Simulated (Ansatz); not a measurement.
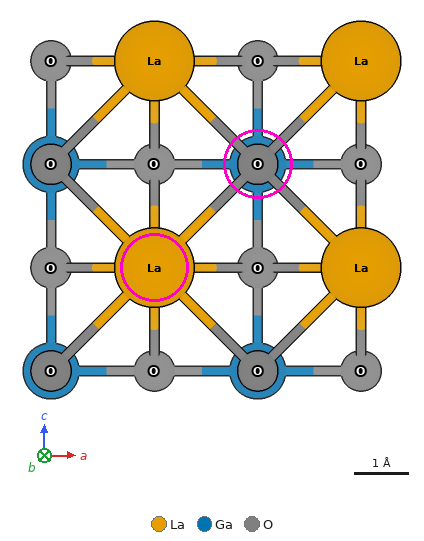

Perfect LaGaO3. A ball-and-stick model of the atoms within 4.6 Å of one point, in a slice 4.2 Å thick across the line of sight, seen along the b axis.

Method: DFT, PBEsol, PAW, plane waves (Ansatz). Settings: plane-wave cutoff 420 eV; k-point mesh 1 × 1 × 1; mesh shifted by (0.25, 0.25, 0.25); no spin polarisation. Fermi-Dirac smearing of 0.01 eV. The axes drawn are those of the host's conventional cell.

A gallium atom is replaced by magnesium and an extra gallium atom is put between the host's atoms (an interstitial), the two sites 2.7 Å apart at the ringed places, in charge state 0. The supercell has 40 sites, and the atoms are relaxed at the host's cell.

> Predict the relaxed surroundings of the defect.

In the host the Ga atom has 6 O at 1.93 Å; the Mg atom ends with 6 O at 1.90 to 2.13 Å. The Ga atom starts with 2 La at 1.93 to 1.94 Å, 4 O at 1.93 Å around its place and ends with 3 O at 1.89 to 2.07 Å. Of the host's atoms, a lanthanum atom moves furthest from its site, by 0.89 Å. The Mg atom itself moves 0.29 Å from where it was put. The Ga atom itself moves 0.87 Å from where it was put.

The relaxed defect, seen from the same direction:

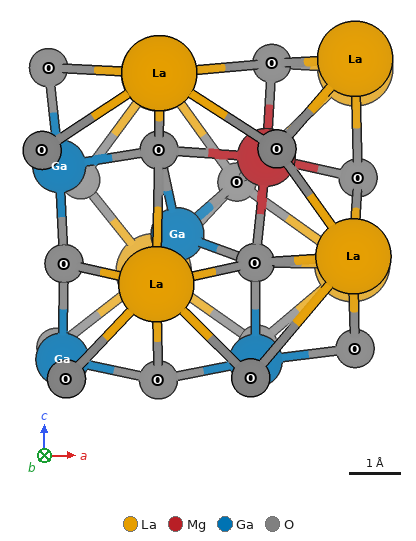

Limits of the set-up: the periodic images lie only 7.7 Å apart, so the values are limited by the cell's size.
